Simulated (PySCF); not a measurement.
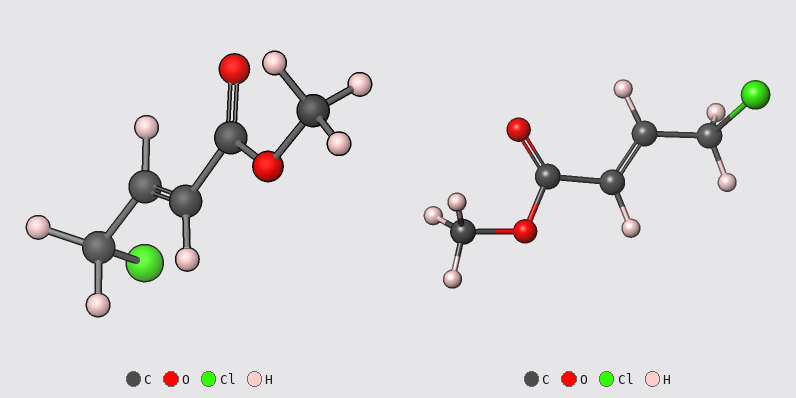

The same structure drawn twice, from different directions.

Computed geometry: GFN2-xTB optimisation. No frequency run is at hand to confirm it as a minimum.

**Give the formula.**

C5H7ClO2, 15 atoms: 5 carbon, 7 hydrogen, 1 chlorine and 2 oxygen.

**Give the symmetry (Schoenflies symbol).**

C1.

More results for the same structure follow; atom numbers are the same in all pictures, views and colours differ.

**Shape**

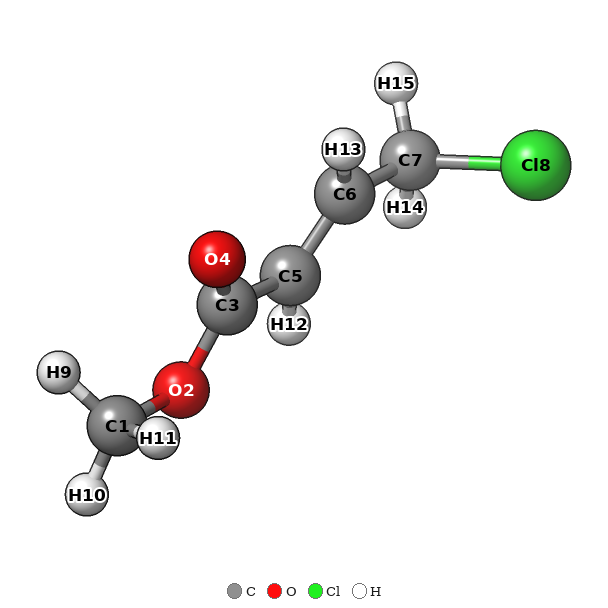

The atoms are numbered. No frequency run is at hand to confirm it as a minimum.

Give these bond angles: C1–O2–C3, O2–C3–C5, C3–C5–C6, C3–C5–H12, O4–C3–C5, C5–C6–C7, C5–C6–H13, C6–C7–Cl8, C6–C7–H14, C7–C6–H13, Cl8–C7–H14, Cl8–C7–H15.

| angle | degrees |
| --- | --- |
| C1–O2–C3 | 116.1 |
| O2–C3–C5 | 110.7 |
| C3–C5–C6 | 121.2 |
| C3–C5–H12 | 115.9 |
| O4–C3–C5 | 125.6 |
| C5–C6–C7 | 124.3 |
| C5–C6–H13 | 119.0 |
| C6–C7–Cl8 | 108.8 |
| C6–C7–H14 | 112.3 |
| C7–C6–H13 | 116.7 |
| Cl8–C7–H14 | 107.0 |
| Cl8–C7–H15 | 106.2 |

**Electronic properties**

No frequency run is at hand to confirm it as a minimum. Properties computed with PBE0/def2-SVPD, gas phase (PySCF 2.14.0). Excitations: vertical, linear response.

Predict the main results.

- dipole moment: 2.68 D
- HOMO energy (Kohn–Sham orbital): −8.28 eV
- LUMO energy (Kohn–Sham orbital): −1.80 eV
- HOMO–LUMO gap: 6.48 eV
- mean static polarisability: 86.7 bohr³
- lowest vertical singlet excitation: 4.78 eV
- its oscillator strength: 0.000
- brightest of the 6 lowest singlets: 6.21 eV
- its oscillator strength: 0.27

**Bond orders**

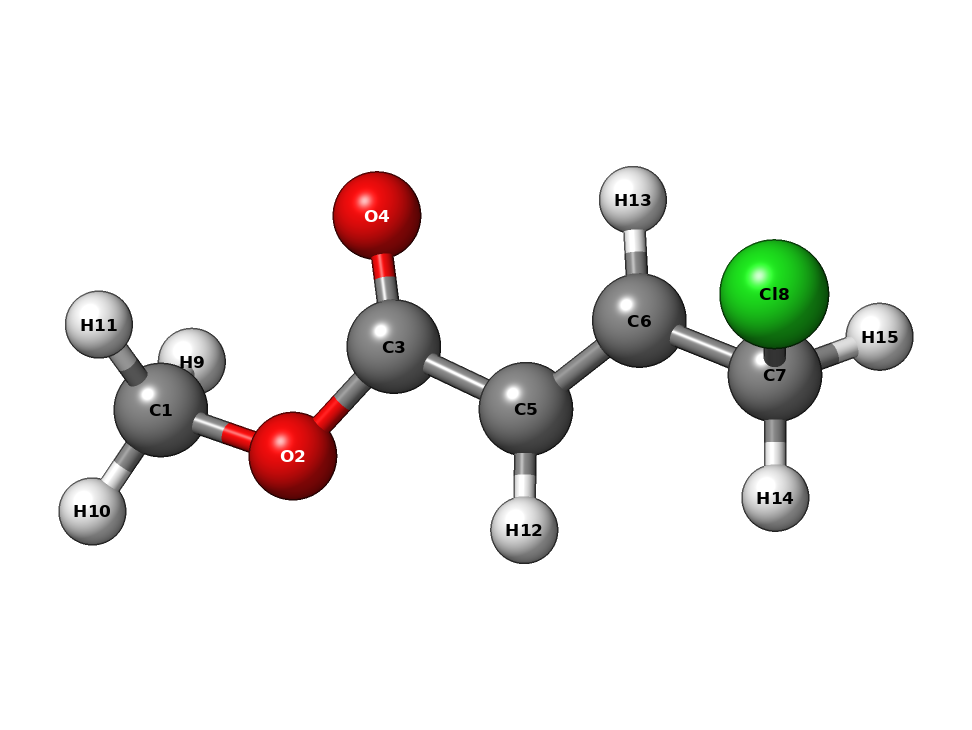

Every bond is drawn as one stick. No frequency run is at hand to confirm it as a minimum. Method: PBE0/pcSseg-1 (PySCF 2.14.0).

**Which bond has the highest Mayer bond order?**

C3–O4, 1.95, at a length of 1.205 Å.

List the Mayer bond orders of C1–O2, C1–H9, C1–H10, C1–H11, O2–C3, C3–O4, C3–C5, C5–C6, C5–H12, C6–C7, C6–H13, C7–Cl8, C7–H14, C7–H15.

| bond | Mayer order | length (Å) |
| --- | --- | --- |
| C1–O2 | 0.87 | 1.419 |
| C1–H9 | 0.96 | 1.092 |
| C1–H10 | 0.97 | 1.087 |
| C1–H11 | 0.96 | 1.092 |
| O2–C3 | 1.08 | 1.341 |
| C3–O4 | 1.95 | 1.205 |
| C3–C5 | 1.00 | 1.476 |
| C5–C6 | 1.80 | 1.330 |
| C5–H12 | 0.96 | 1.079 |
| C6–C7 | 1.04 | 1.482 |
| C6–H13 | 0.94 | 1.082 |
| C7–Cl8 | 0.98 | 1.799 |
| C7–H14 | 0.94 | 1.089 |
| C7–H15 | 0.93 | 1.090 |

**NMR shielding**

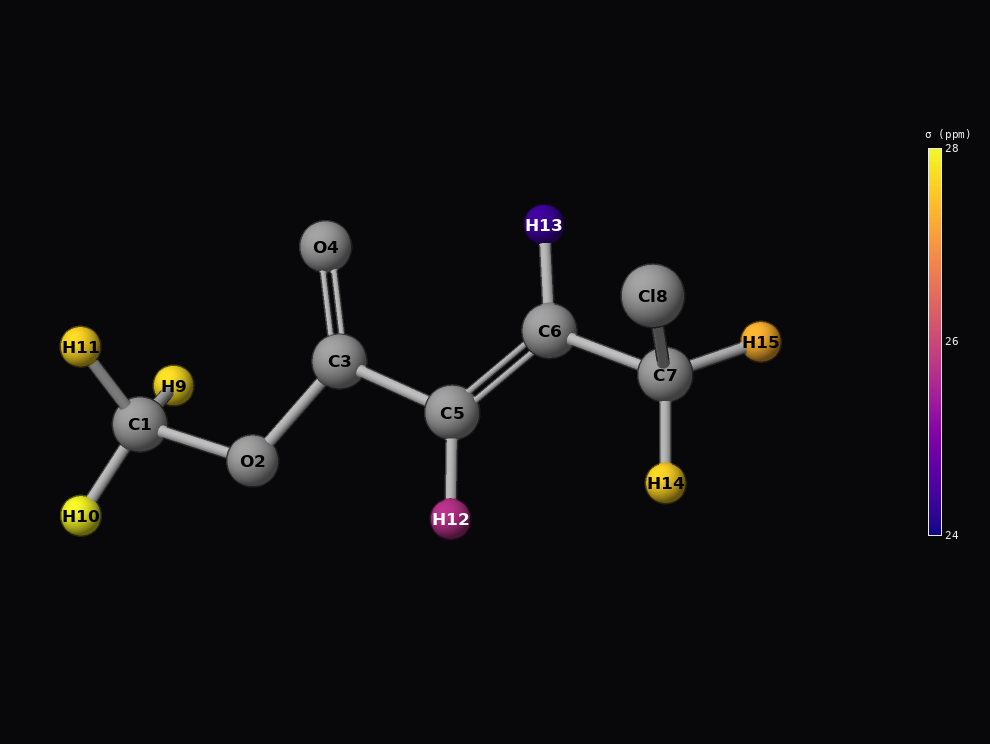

Atoms are coloured by their isotropic NMR shieldings (H only, the others grey). No frequency run is at hand to confirm it as a minimum. Method: GIAO PBE0/pcSseg-1 NMR shielding, non-relativistic, gas phase (PySCF 2.14.0).

Give the isotropic NMR shieldings of the H atoms atom by atom.

```
atom  σ (ppm)
  H9    27.73
 H10    27.94
 H11    27.67
 H12    25.70
 H13    24.39
 H14    27.64
 H15    27.32
```
